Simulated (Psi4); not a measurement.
# Si2H5Cl (SMILES [SiH3][SiH2]Cl): B3LYP/def2-SVPD (density fitting, sweep point 4)

Wanted: the energy of Si2H5Cl. Input form: a Python script.

Program for the calculation: Psi4 1.11.

4 further runs of the same task are left out: 1 that didn't finish, 3 set aside as unsound or not needed.

### 1 The molecule

Si2H5Cl has 8 atoms, charge 0, and is taken as a singlet. As SMILES, `[SiH3][SiH2]Cl`. Geometry: relaxed at PBE0-D4/def2-TZVP.

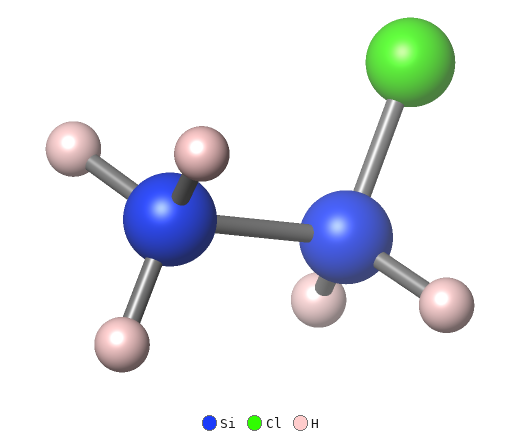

The structure, seen from a chosen angle (silicon blue, chlorine green, hydrogen pink).

### 2 The energy at B3LYP/def2-SVPD (density fitting, sweep point 4)

File job.py:

```python
import psi4

psi4.set_memory(1600000000)
psi4.set_num_threads(1)
psi4.core.set_output_file('run.log', False)

molecule = psi4.geometry("""
Si    -0.706500     0.881800    -0.390300
Si     0.573400    -0.938800     0.325900
Cl     2.431600    -0.252900     0.908000
H     -2.053000     0.410100    -0.813000
H     -0.034300     1.540700    -1.540000
H     -0.854500     1.855700     0.722100
H     -0.041800    -1.622800     1.491400
H      0.777200    -1.930900    -0.759900
symmetry c1
""")

psi4.set_options({
    'basis': 'def2-SVPD',
    'scf_type': 'df',
    'scf_initial_accelerator': 'ediis',
})

e = psi4.energy("B3LYP")
print(f'total energy {e:.8f} hartree = {e * 27.211386:.5f} eV')
```

The run is started by

```bash
$ python job.py
```

What values should one expect? Wanted: total energy; dipole moment; HOMO energy; LUMO energy; HOMO–LUMO gap.

**Answer.** As computed:

Level: B3LYP/def2-SVPD (density fitting, sweep point 4).

| quantity | value |
| --- | --- |
| total energy | -1041.96560 Eh |
| dipole moment | 1.48 D |
| HOMO energy | -8.05 eV |
| LUMO energy | -0.81 eV |
| HOMO–LUMO gap | 7.24 eV |
